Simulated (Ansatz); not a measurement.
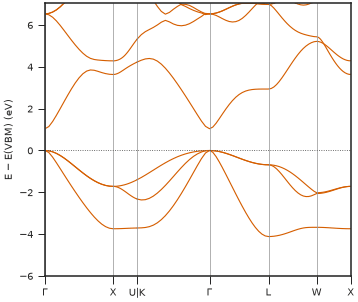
*Band structure from PBE (plane waves, PAW; program Ansatz)*

Read off the gap and where the band edges lie.

About 1.0 eV (1.04 eV by a search for the band edges); maximum at Γ, minimum at Γ.

Which of these materials gives this?
(A) BeSe, zinc blende
(B) K2S, anti-fluorite
(C) CdS, zinc blende
(D) CaS, rock salt

C, CdS, zinc blende

Space group F-43m (zinc blende). The PBE relaxation kept the symmetry of its start. Spin–orbit coupling is left out wherever it is not named.

Potentials: the later of the program's two PAW sets.
